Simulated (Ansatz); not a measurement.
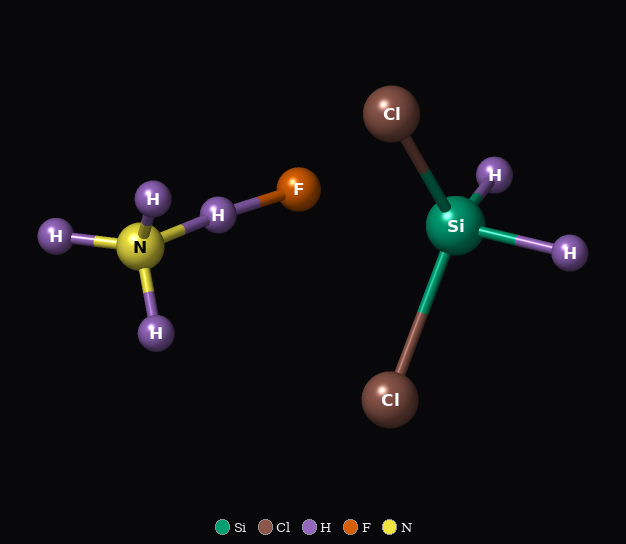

Sticks follow a distance rule. Harmonic vibrations computed with RKS PBE0-D4/def2-TZVP (Ansatz 0.2.0) at a stationary point of the same level.

> Is this a minimum or a saddle point?

A first-order saddle point: one imaginary frequency, 219i cm⁻¹.

> How many vibrational modes are there, and where do they lie?

27 modes: 219i, 65, 76, 119, 132, 232, 274, 430, 466, 476, 483, 610, 620, 749, 932, 1074, 1145, 1333, 1475, 1571, 1655, 1686, 2177, 2257, 3484, 3596, 3625 cm⁻¹.
